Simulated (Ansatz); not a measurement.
One crystal and one scan (scan of one atom of the cell) at two levels, PBE (plane waves to 420 eV, PAW, scalar-relativistic; Ansatz, a first-principles code) and r2SCAN (plane waves to 500 eV, PAW, scalar-relativistic; Ansatz), each from its own relaxed cell and on its own mesh. The cell shown is that of PBE.

Relaxed Se (trigonal-Se type, space group P3_121):

```yaml
crystal:
  lattice:
    - [9.06910, 0.00000, 0.00000]
    - [-2.26727, 3.92703, 0.00000]
    - [0.00000, 0.00000, 5.04146]
  atoms:
    - { symbol: Se, position: [0.10907, 0.00000, 0.83333] }
    - { symbol: Se, position: [0.60907, 0.00000, 0.83333] }
    - { symbol: Se, position: [0.00000, 0.21814, 0.16667] }
    - { symbol: Se, position: [0.50000, 0.21814, 0.16667] }
    - { symbol: Se, position: [0.39093, 0.78186, 0.50000] }
    - { symbol: Se, position: [0.89093, 0.78186, 0.50000] }
```

In each cell atom 1 (Se, nearest neighbour Se at 2.400 Å; its periodic images, 4.5 Å or more away, move with it) moves by s·(0.000, 0.000, 1.000) (along Cartesian z), the rest being held.

The energy includes the smearing's −TS. Se was relaxed with its symmetry unable to fall. Percentages come from the unrounded values. Both scans cover s from -0.240 to 0.240 Å.

```json
[
 {"quantity": "Lattice constant a (Å)", "PBE": "4.535", "r2SCAN": "4.506", "PBE − r2SCAN": "+0.029 (+0.6 %)"},
 {"quantity": "Lattice constant c (Å)", "PBE": "5.041", "r2SCAN": "4.991", "PBE − r2SCAN": "+0.050 (+1.0 %)"},
 {"quantity": "Relaxed volume (Å³/atom)", "PBE": "29.92", "r2SCAN": "29.25", "PBE − r2SCAN": "+0.67 (+2.3 %)"},
 {"quantity": "Energy at s = 0.240 Å (meV/cell)", "PBE": "229.1", "r2SCAN": "256.6", "PBE − r2SCAN": "-27.5 (-11 %)"},
 {"quantity": "Force along the line at s = -0.240 Å (eV/Å)", "PBE": "1.919", "r2SCAN": "2.148", "PBE − r2SCAN": "-0.229 (-11 %)"},
 {"quantity": "Force constant k = d²E/ds² at s = 0 (finite differences) (eV/Å²)", "PBE": "7.80", "r2SCAN": "8.74", "PBE − r2SCAN": "-0.94 (-11 %)"}
]
```

PBE gives the higher value for: lattice constant a; lattice constant c; relaxed volume. PBE gives the lower value for: energy at s = 0.240 Å; force along the line at s = -0.240 Å; force constant k = d²E/ds² at s = 0. Both give the same shape of the curve: a single well with its minimum at or next to zero displacement. Neither level is exact: the differences show how much the result hangs on the functional.

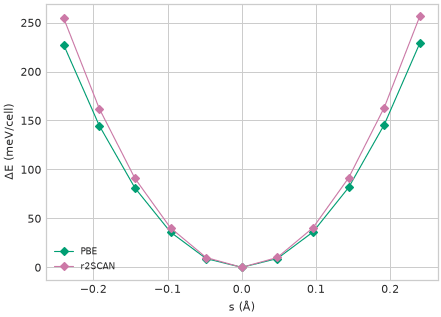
ΔE, each from the undisplaced structure of its own level.

(A displaced cell: forces are minus the slopes of the energy, force constants its curvatures, and phonons follow from these.)
